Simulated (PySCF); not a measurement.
C2H7OSSi: EPR calculation

- system: C2H7OSSi, multiplicity 2, SMILES [SiH3]OCC[S]
- method: UKS B3LYP, pcH-1 on C H O S Si, non-relativistic, mean-field spin-orbit, GIAO (PySCF 2.14.0)

It belongs to a series of runs on one base structure; here: H removed from S.

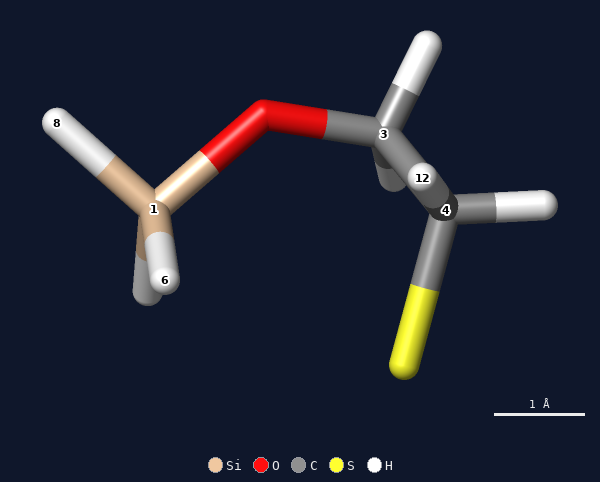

**Figure 1.** The structure as given in the input (stick view, seen at a tilt; atoms are numbered from 1 in the order of the input).

**The input**
```
{"job": {"kind": "epr", "basis": "pcH-1"}, "charge": 0, "multiplicity": 2}
Si    -1.745707    -0.295580     0.610501
O     -0.671673     0.866086     0.235017
C      0.518843     0.790153    -0.467973
C      1.542148    -0.134825     0.191347
S      1.119784    -1.866140    -0.017782
H     -1.219102    -1.220351     1.619027
H     -2.146320    -1.056107    -0.573823
H     -2.785724     0.570065     1.143433
H      0.936476     1.804198    -0.505573
H      0.331988     0.449459    -1.494700
H      2.522453     0.017693    -0.261549
H      1.598033     0.074662     1.260768
```

The first line tells a small driver script what to run in PySCF; the rest is the geometry in Å.

Machine: 1 CPU thread, shared host.

Command:
```bash
OMP_NUM_THREADS=1 python <driver script> task.json out
```

**What the program printed**
```
UKS, coarse grid
  cycle   1  E = -843.24533571  |g| = 5.25e-01
  cycle   2  E = -842.85709479  |g| = 1.08e+00
  cycle   3  E = -843.32483973  |g| = 1.47e-01
  cycle   4  E = -843.33629041  |g| = 4.98e-02
  cycle   5  E = -843.33729594  |g| = 1.49e-02
  cycle   6  E = -843.33740344  |g| = 7.12e-03
  cycle   7  E = -843.33744518  |g| = 2.29e-03
  cycle   8  E = -843.33746983  |g| = 1.64e-03
  cycle   9  E = -843.33748823  |g| = 1.37e-03
  cycle  10  E = -843.33751728  |g| = 1.23e-03
  cycle  11  E = -843.33758740  |g| = 9.73e-04
  cycle  12  E = -843.33763690  |g| = 8.95e-04
  cycle  13  E = -843.33764571  |g| = 6.19e-04
UKS, final grid
  cycle   1  E = -843.33765413  |g| = 4.32e-04
  cycle   2  E = -843.33765539  |g| = 4.46e-04
  cycle   3  E = -843.33765597  |g| = 3.12e-04
  cycle   4  E = -843.33765816  |g| = 2.83e-04
  cycle   5  E = -843.33766191  |g| = 2.03e-04
  cycle   6  E = -843.33766462  |g| = 1.10e-04
  cycle   7  E = -843.33766483  |g| = 4.84e-05
  cycle   8  E = -843.33766483  |g| = 2.75e-05
E = -843.33766483 Eh   <S^2> = 0.7528 (exact 0.7500)
g shifts (ppm)      1          2          3
  rmc          -222       -222       -222
  gc            -14         45         34
  oz_so          62      17976     369583
  total        -173      17805     369402
hyperfine (MHz)  atom isotope    a_iso     a_fc   dipolar eigenvalues
    0  29Si      -8.73      -8.73     -2.46      1.12      1.33
    1   17O      -0.50      -0.50     -1.53      0.49      1.04
    2   13C      -2.10      -2.10     -0.71     -0.37      1.08
    3   13C     -15.55     -15.55     -3.30     -1.64      4.94
    4   33S      16.81      16.81    -88.38    -87.73    176.11
    5    1H      28.85      28.85     -4.09     -2.40      6.49
    6    1H      -0.62      -0.62     -1.87     -1.45      3.32
    7    1H      12.45      12.45     -0.87     -0.74      1.61
    8    1H      -1.37      -1.37     -1.53     -1.24      2.77
    9    1H      -1.04      -1.04     -2.77     -2.44      5.21
   10    1H      83.38      83.38     -5.32     -2.31      7.63
   11    1H      73.96      73.96     -5.20     -2.28      7.48
```

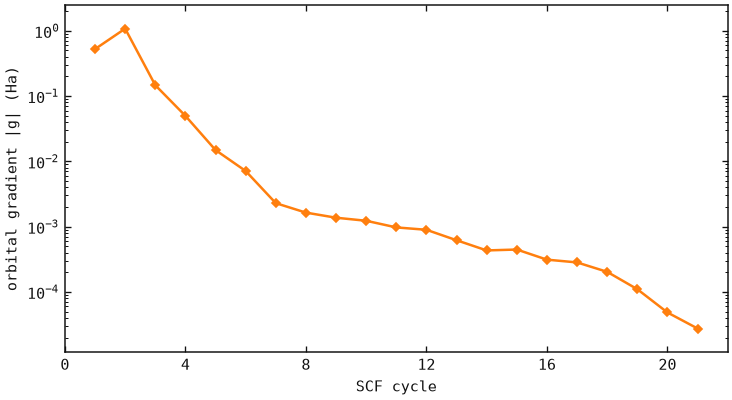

**Figure 2.** Convergence of the self-consistent field: orbital gradient |g| against the SCF cycle. All cycles printed in the log are drawn one after another.

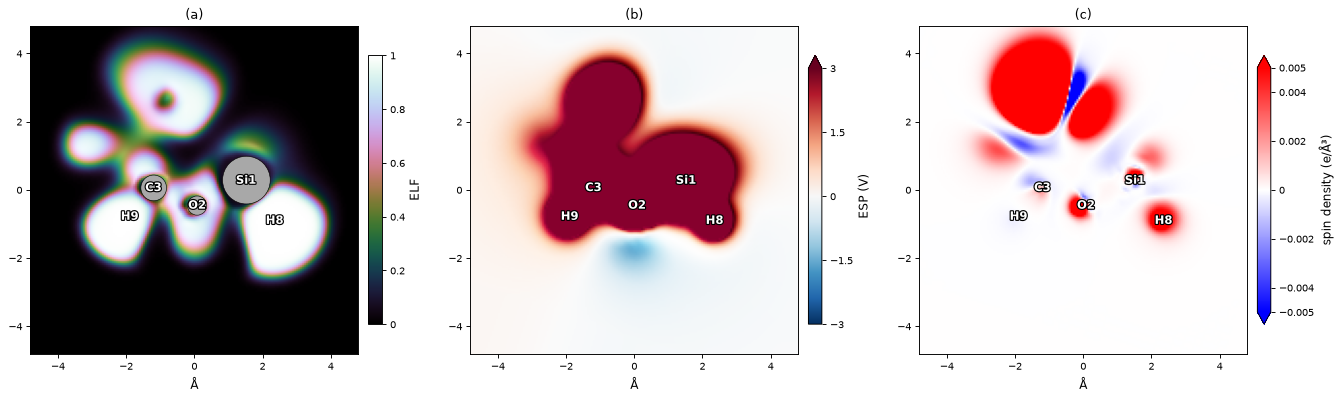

**Figure 3.** (a) ELF; (b) electrostatic potential; (c) spin density on the plane of atoms O2, Si1 and H8. Grey discs, where drawn, cover atomic cores. The section cuts through Si, O, C and H sites. Si–O (1.63 Å): the ELF peaks at about 0.85 between the atoms. Si–H (1.45 Å): the ELF climbs to about 1 towards the hydrogen. The unpaired spin (1 electron) lies mostly on S5 (about 0.9), in electrons by Hirshfeld's partition.

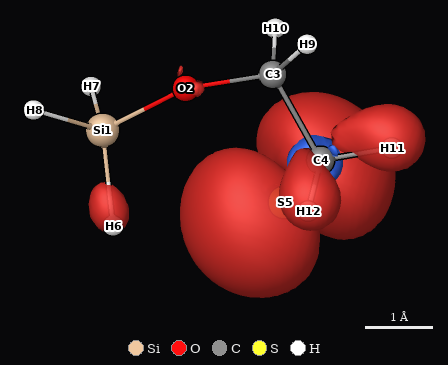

**Figure 4.** Isosurfaces of the spin density at +0.015 (red) and −0.015 e/Å³ (blue), seen at a tilt. The unpaired spin (1 electron) lies mostly on S5 (about 0.9), in electrons by Hirshfeld's partition.

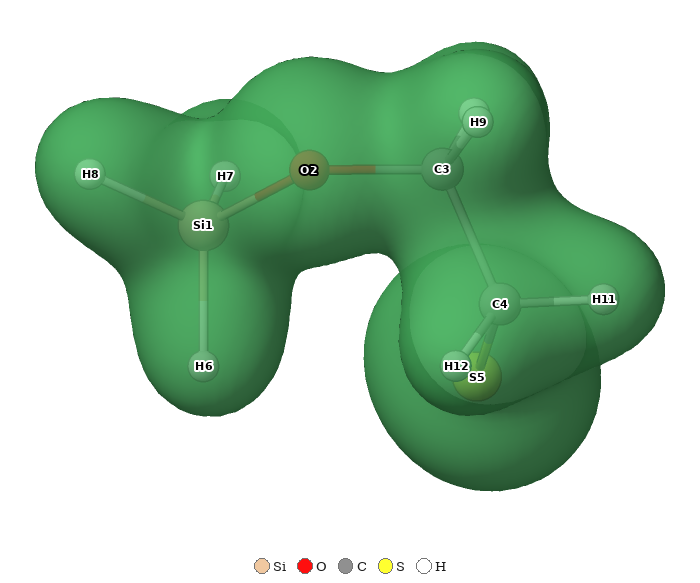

**Figure 5.** Isosurface of the electron density at 0.2 e/Å³ (green), seen at a tilt. At this value the surface is in one piece. On the grid the lowest density along these lines, outside the cores, is 1.8 e/Å³ (C–O, 1.38 Å), 1.6 e/Å³ (C–C, 1.53 Å), 0.87 e/Å³ (Si–O, 1.63 Å) and 1.2 e/Å³ (C–S, 1.79 Å).

**Summary**

- outcome: converged
- total energy: −843.337665 hartree
- ⟨S²⟩: 0.753
- isotropic g: 2.1313
- wall time: 61 s
- peak memory: 0.75 GiB

Checks after the run noted: orbitally degenerate or nearly so: second-order g, spin-orbit hyperfine and D do not apply.
